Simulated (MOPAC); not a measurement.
**Geometry relaxation of CH4InO2 (charge +1) (part 3 of 3)**

Continued. System: CH4InO2, charge +1. Method: PM6-DH+, closed shell, dispersion DH+ (MOPAC 23.2.5). The run did not end well. The starting geometry was optimised with PM6-DH+.

Geometry of the input (Å):
```
C  -0.5739  1.2845  0.4770
O  0.3264  0.2388  0.1685
In -0.4725  -1.4416  -0.7317
O  1.1140  -2.6999  -1.0265
H  0.0613  2.0548  0.9418
H  -1.3331  0.9495  1.1906
H  -1.0357  1.6833  -0.4316
H  1.9342  -2.3468  -0.7241
```

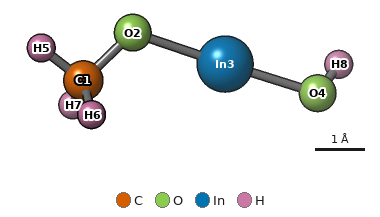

Figure 1. The geometry at step 206 of the log (ball-and-stick view, seen at a tilt; atoms are numbered from 1 in the order of the input).

### Trajectory as extended XYZ, continued
```
8
Properties=species:S:1:pos:R:3:forces:R:3 step=157 energy=6.33457
C    -0.9866    1.3138    0.3123    0.0010   0.0011   0.0003
O     0.1583    0.5040    0.5029   -0.0021  -0.0003   0.0005
In    0.2267   -1.3002   -0.5020   -0.0006  -0.0023   0.0017
O     0.2980   -3.1241   -1.4010    0.0023   0.0000   0.0012
H    -0.7075    2.1713    0.9820   -0.0003  -0.0017  -0.0017
H    -1.9063    0.8543    0.6907    0.0021   0.0017  -0.0012
H    -1.0853    1.6834   -0.7141    0.0000  -0.0014   0.0005
H     1.2083   -3.3459   -1.7055   -0.0025   0.0029  -0.0014
8
Properties=species:S:1:pos:R:3:forces:R:3 step=161 energy=6.33457
C    -0.9866    1.3135    0.3119    0.0006   0.0006  -0.0005
O     0.1583    0.5040    0.5032   -0.0008  -0.0007   0.0005
In    0.2268   -1.3004   -0.5012   -0.0002  -0.0010   0.0017
O     0.2978   -3.1230   -1.4027   -0.0006  -0.0008   0.0018
H    -0.7068    2.1726    0.9792   -0.0001  -0.0002  -0.0004
H    -1.9059    0.8549    0.6922    0.0003   0.0006  -0.0005
H    -1.0865    1.6807   -0.7152    0.0003  -0.0002  -0.0002
H     1.2085   -3.3460   -1.7047    0.0004   0.0016  -0.0023
8
Properties=species:S:1:pos:R:3:forces:R:3 step=166 energy=6.33456
C    -0.9863    1.3140    0.3120    0.0003   0.0001  -0.0005
O     0.1580    0.5036    0.5034   -0.0004  -0.0003   0.0005
In    0.2261   -1.3007   -0.5012   -0.0003  -0.0009   0.0018
O     0.2988   -3.1232   -1.4028    0.0003  -0.0007   0.0016
H    -0.7051    2.1735    0.9781    0.0000   0.0001  -0.0003
H    -1.9056    0.8565    0.6936    0.0000   0.0004  -0.0006
H    -1.0868    1.6801   -0.7155    0.0005   0.0000  -0.0002
H     1.2097   -3.3446   -1.7055   -0.0006   0.0013  -0.0023
8
Properties=species:S:1:pos:R:3:forces:R:3 step=170 energy=6.33453
C    -0.9860    1.3141    0.3114   -0.0020  -0.0005  -0.0002
O     0.1576    0.5031    0.5041    0.0012   0.0039   0.0015
In    0.2261   -1.3007   -0.5008   -0.0004  -0.0048   0.0005
O     0.2993   -3.1240   -1.4010    0.0031   0.0001   0.0010
H    -0.7051    2.1739    0.9772    0.0006  -0.0001   0.0006
H    -1.9057    0.8571    0.6924   -0.0008   0.0007  -0.0005
H    -1.0856    1.6800   -0.7162    0.0013  -0.0001  -0.0011
H     1.2081   -3.3400   -1.7141   -0.0030   0.0008  -0.0018
8
Properties=species:S:1:pos:R:3:forces:R:3 step=174 energy=6.33453
C    -0.9859    1.3146    0.3113    0.0011   0.0004  -0.0005
O     0.1575    0.5032    0.5041   -0.0005  -0.0020  -0.0002
In    0.2255   -1.3012   -0.5005    0.0001   0.0010   0.0027
O     0.3003   -3.1241   -1.4011   -0.0004  -0.0007   0.0019
H    -0.7038    2.1745    0.9766   -0.0007   0.0002  -0.0006
H    -1.9058    0.8586    0.6931    0.0003  -0.0001  -0.0009
H    -1.0856    1.6797   -0.7166    0.0002   0.0004   0.0002
H     1.2086   -3.3382   -1.7165   -0.0001   0.0008  -0.0026
8
Properties=species:S:1:pos:R:3:forces:R:3 step=179 energy=6.33452
C    -0.9861    1.3142    0.3113    0.0003   0.0000  -0.0005
O     0.1577    0.5034    0.5039   -0.0005  -0.0004   0.0006
In    0.2262   -1.3008   -0.5009   -0.0002  -0.0009   0.0019
O     0.2994   -3.1247   -1.3995    0.0008  -0.0007   0.0013
H    -0.7062    2.1727    0.9793    0.0002   0.0002  -0.0005
H    -1.9063    0.8565    0.6902    0.0000   0.0004  -0.0005
H    -1.0842    1.6819   -0.7159    0.0005  -0.0001  -0.0003
H     1.2066   -3.3382   -1.7187   -0.0010   0.0013  -0.0021
8
Properties=species:S:1:pos:R:3:forces:R:3 step=183 energy=6.33452
C    -0.9859    1.3146    0.3113    0.0001   0.0003   0.0000
O     0.1574    0.5030    0.5042    0.0002   0.0001   0.0000
In    0.2257   -1.3009   -0.5009   -0.0002  -0.0008   0.0026
O     0.3002   -3.1248   -1.3997    0.0019  -0.0008   0.0008
H    -0.7047    2.1737    0.9779   -0.0002  -0.0003  -0.0006
H    -1.9061    0.8579    0.6917   -0.0004   0.0003  -0.0007
H    -1.0847    1.6810   -0.7162    0.0008   0.0000  -0.0003
H     1.2077   -3.3375   -1.7188   -0.0023   0.0012  -0.0019
8
Properties=species:S:1:pos:R:3:forces:R:3 step=188 energy=6.33451
C    -0.9858    1.3145    0.3107    0.0006   0.0003  -0.0003
O     0.1572    0.5029    0.5046   -0.0003  -0.0006  -0.0002
In    0.2257   -1.3013   -0.5000    0.0001   0.0000   0.0020
O     0.3003   -3.1244   -1.4001    0.0005  -0.0012   0.0016
H    -0.7042    2.1748    0.9757   -0.0003  -0.0001   0.0000
H    -1.9060    0.8588    0.6921   -0.0002   0.0000  -0.0008
H    -1.0848    1.6792   -0.7174    0.0005   0.0003  -0.0002
H     1.2068   -3.3352   -1.7231   -0.0011   0.0013  -0.0020
8
Properties=species:S:1:pos:R:3:forces:R:3 step=192 energy=6.33449
C    -0.9863    1.3134    0.3085    0.0009   0.0012   0.0001
O     0.1571    0.5031    0.5064   -0.0010   0.0006  -0.0011
In    0.2276   -1.3013   -0.4977   -0.0012  -0.0022  -0.0006
O     0.2978   -3.1232   -1.4008    0.0019  -0.0012   0.0033
H    -0.7065    2.1762    0.9707    0.0006  -0.0011   0.0006
H    -1.9064    0.8578    0.6904   -0.0008   0.0002  -0.0007
H    -1.0846    1.6746   -0.7208    0.0008   0.0006   0.0002
H     1.2012   -3.3312   -1.7342   -0.0011   0.0020  -0.0017
8
Properties=species:S:1:pos:R:3:forces:R:3 step=197 energy=6.33446
C    -0.9854    1.3150    0.3099   -0.0127  -0.0112  -0.0037
O     0.1566    0.5024    0.5052    0.0032   0.0030   0.0038
In    0.2259   -1.3014   -0.4996   -0.0011   0.0003   0.0014
O     0.3010   -3.1259   -1.3965    0.0006  -0.0042   0.0002
H    -0.7053    2.1740    0.9766    0.0014   0.0044   0.0034
H    -1.9071    0.8586    0.6884    0.0080   0.0058  -0.0032
H    -1.0821    1.6807   -0.7181    0.0009   0.0014   0.0007
H     1.2028   -3.3281   -1.7377   -0.0005   0.0006  -0.0025
8
Properties=species:S:1:pos:R:3:forces:R:3 step=201 energy=6.33444
C    -0.9853    1.3156    0.3101   -0.0020  -0.0016  -0.0016
O     0.1563    0.5023    0.5051    0.0006  -0.0001   0.0016
In    0.2254   -1.3015   -0.5002   -0.0002   0.0002   0.0021
O     0.3025   -3.1277   -1.3937   -0.0007  -0.0008   0.0014
H    -0.7055    2.1730    0.9794    0.0006   0.0008   0.0003
H    -1.9076    0.8595    0.6864    0.0016   0.0004  -0.0015
H    -1.0800    1.6842   -0.7171    0.0004  -0.0005  -0.0001
H     1.2015   -3.3248   -1.7447   -0.0003   0.0015  -0.0022
8
Properties=species:S:1:pos:R:3:forces:R:3 step=206 energy=6.33447
C    -0.9848    1.3146    0.3048   -0.0006   0.0014   0.0005
O     0.1549    0.5008    0.5105   -0.0020   0.0061  -0.0035
In    0.2262   -1.3032   -0.4939   -0.0008  -0.0036  -0.0018
O     0.3021   -3.1244   -1.3978    0.0193  -0.0054  -0.0035
H    -0.7009    2.1827    0.9586   -0.0011  -0.0047   0.0001
H    -1.9064    0.8657    0.6915    0.0012   0.0020  -0.0027
H    -1.0826    1.6669   -0.7278    0.0022   0.0008   0.0056
H     1.1952   -3.3084   -1.7729   -0.0183   0.0034   0.0053
8
Properties=species:S:1:pos:R:3:forces:R:3 step=210 energy=6.33474
C    -0.9834    1.3170    0.2988    0.0149   0.0187   0.0045
O     0.1517    0.4993    0.5145   -0.0027  -0.0034  -0.0057
In    0.2247   -1.3075   -0.4858    0.0004   0.0049  -0.0090
O     0.3088   -3.1250   -1.3968    0.0561  -0.0132  -0.0190
H    -0.6926    2.1930    0.9402   -0.0060  -0.0187  -0.0068
H    -1.9066    0.8792    0.6938   -0.0028  -0.0049  -0.0033
H    -1.0809    1.6562   -0.7381   -0.0005   0.0005   0.0081
H     1.1837   -3.2761   -1.8311   -0.0595   0.0161   0.0311
8
Properties=species:S:1:pos:R:3:forces:R:3 step=215 energy=6.33431
C    -0.9845    1.3164    0.3070   -0.0014  -0.0012  -0.0011
O     0.1544    0.5007    0.5082    0.0001   0.0014   0.0007
In    0.2256   -1.3020   -0.4984    0.0000  -0.0017   0.0023
O     0.3059   -3.1319   -1.3840    0.0010  -0.0004   0.0005
H    -0.7070    2.1728    0.9786    0.0002   0.0004  -0.0001
H    -1.9097    0.8615    0.6774    0.0008   0.0012  -0.0008
H    -1.0724    1.6858   -0.7204    0.0006  -0.0003   0.0004
H     1.1869   -3.3023   -1.7906   -0.0013   0.0007  -0.0019
8
Properties=species:S:1:pos:R:3:forces:R:3 step=219 energy=6.33429
C    -0.9843    1.3166    0.3059    0.0000   0.0002  -0.0007
O     0.1540    0.5005    0.5090    0.0000   0.0001   0.0001
In    0.2254   -1.3026   -0.4970    0.0001  -0.0004   0.0015
O     0.3067   -3.1317   -1.3843    0.0028  -0.0016   0.0005
H    -0.7058    2.1747    0.9750   -0.0002  -0.0001   0.0000
H    -1.9096    0.8634    0.6780    0.0000   0.0002  -0.0007
H    -1.0724    1.6833   -0.7224    0.0005   0.0002   0.0001
H     1.1849   -3.2975   -1.7990   -0.0032   0.0014  -0.0009
8
Properties=species:S:1:pos:R:3:forces:R:3 step=224 energy=6.33438
C    -0.9850    1.3160    0.3054    0.0346   0.0448  -0.0058
O     0.1552    0.5028    0.5064   -0.0020  -0.0253   0.0054
In    0.2251   -1.3038   -0.4949    0.0083   0.0171   0.0011
O     0.3074   -3.1310   -1.3850    0.0032  -0.0188  -0.0059
H    -0.7069    2.1734    0.9776   -0.0091  -0.0153  -0.0112
H    -1.9103    0.8633    0.6744   -0.0165  -0.0172   0.0100
H    -1.0703    1.6859   -0.7221   -0.0085   0.0018  -0.0017
H     1.1828   -3.2956   -1.8067   -0.0100   0.0130   0.0081
8
Properties=species:S:1:pos:R:3:forces:R:3 step=228 energy=6.33433
C    -0.9846    1.3172    0.3024    0.0017   0.0104  -0.0022
O     0.1515    0.4997    0.5113   -0.0014  -0.0040   0.0025
In    0.2290   -1.3012   -0.4982   -0.0020   0.0052   0.0066
O     0.3123   -3.1437   -1.3562    0.0470  -0.0130  -0.0334
H    -0.7234    2.1606    0.9974   -0.0008  -0.0076  -0.0087
H    -1.9177    0.8554    0.6427    0.0034   0.0028   0.0000
H    -1.0488    1.7067   -0.7198   -0.0016  -0.0047   0.0062
H     1.1373   -3.2646   -1.8856   -0.0462   0.0108   0.0290
8
Properties=species:S:1:pos:R:3:forces:R:3 step=233 energy=6.33415
C    -0.9834    1.3180    0.3023    0.0000  -0.0003  -0.0004
O     0.1513    0.4988    0.5121   -0.0002   0.0000   0.0003
In    0.2261   -1.3031   -0.4957   -0.0001  -0.0006   0.0020
O     0.3136   -3.1390   -1.3679    0.0009  -0.0005   0.0001
H    -0.7113    2.1708    0.9806    0.0004   0.0004  -0.0002
H    -1.9138    0.8641    0.6605   -0.0002   0.0004  -0.0002
H    -1.0590    1.6920   -0.7244    0.0004  -0.0003  -0.0005
H     1.1544   -3.2677   -1.8646   -0.0011   0.0009  -0.0011
8
Properties=species:S:1:pos:R:3:forces:R:3 step=237 energy=6.33433
C    -0.9810    1.3206    0.2978   -0.0035  -0.0029  -0.0011
O     0.1483    0.4961    0.5164    0.0021   0.0049  -0.0012
In    0.2222   -1.3075   -0.4882    0.0014   0.0067  -0.0028
O     0.3217   -3.1357   -1.3752    0.0210  -0.0097  -0.0117
H    -0.6950    2.1871    0.9528   -0.0007  -0.0052   0.0020
H    -1.9107    0.8813    0.6763    0.0025   0.0006  -0.0040
H    -1.0653    1.6722   -0.7360    0.0016   0.0006   0.0037
H     1.1541   -3.2451   -1.8932   -0.0244   0.0050   0.0151
8
Properties=species:S:1:pos:R:3:forces:R:3 step=242 energy=6.33413
C    -0.9829    1.3186    0.3006    0.0000   0.0007   0.0001
O     0.1504    0.4981    0.5135    0.0000   0.0001   0.0000
In    0.2255   -1.3041   -0.4936   -0.0001  -0.0012   0.0001
O     0.3162   -3.1391   -1.3674    0.0009   0.0009   0.0014
H    -0.7089    2.1736    0.9755   -0.0006  -0.0006  -0.0005
H    -1.9138    0.8675    0.6609    0.0005   0.0003  -0.0007
H    -1.0583    1.6888   -0.7275    0.0004   0.0000   0.0007
H     1.1487   -3.2582   -1.8805   -0.0011  -0.0002  -0.0010
8
Properties=species:S:1:pos:R:3:forces:R:3 step=246 energy=6.33413
C    -0.9829    1.3186    0.3008    0.0003  -0.0007  -0.0006
O     0.1505    0.4982    0.5132   -0.0006   0.0002   0.0005
In    0.2257   -1.3038   -0.4943    0.0006  -0.0003   0.0008
O     0.3165   -3.1401   -1.3652   -0.0004  -0.0005   0.0010
H    -0.7108    2.1717    0.9788    0.0001   0.0002   0.0000
H    -1.9144    0.8662    0.6580    0.0001   0.0001  -0.0004
H    -1.0564    1.6918   -0.7263    0.0003   0.0002  -0.0002
H     1.1459   -3.2580   -1.8835   -0.0004   0.0008  -0.0012
8
Properties=species:S:1:pos:R:3:forces:R:3 step=251 energy=6.33412
C    -0.9829    1.3186    0.3003    0.0004   0.0000  -0.0005
O     0.1503    0.4981    0.5136   -0.0004  -0.0003   0.0006
In    0.2259   -1.3039   -0.4938    0.0001  -0.0001   0.0005
O     0.3168   -3.1402   -1.3648    0.0002  -0.0007   0.0009
H    -0.7108    2.1721    0.9779    0.0001   0.0002  -0.0002
H    -1.9146    0.8665    0.6574    0.0000   0.0002  -0.0002
H    -1.0560    1.6913   -0.7270    0.0002   0.0000  -0.0003
H     1.1436   -3.2558   -1.8878   -0.0006   0.0008  -0.0009
8
Properties=species:S:1:pos:R:3:forces:R:3 step=255 energy=6.33411
C    -0.9826    1.3190    0.2993    0.0001   0.0001  -0.0002
O     0.1495    0.4976    0.5146    0.0000  -0.0001   0.0001
In    0.2258   -1.3043   -0.4930    0.0001  -0.0004   0.0003
O     0.3189   -3.1411   -1.3628   -0.0003   0.0002   0.0015
H    -0.7105    2.1727    0.9767   -0.0002   0.0000   0.0000
H    -1.9151    0.8680    0.6557    0.0000   0.0001  -0.0004
H    -1.0542    1.6911   -0.7283    0.0003   0.0001   0.0000
H     1.1370   -3.2493   -1.9006   -0.0001   0.0001  -0.0013
```

### Outcome

- outcome: not converged
- total energy: −29.577385 hartree
- dispersion energy: −0.000111 hartree
- heat of formation: 146.07 kcal/mol
- basis functions: 20
- largest force: 0.001 eV/Å
- HOMO: −15.71 eV
- LUMO: −7.83 eV
- peak memory: 0.073 GiB

### Diagnosis

The run did not converge. Its last values are not results.
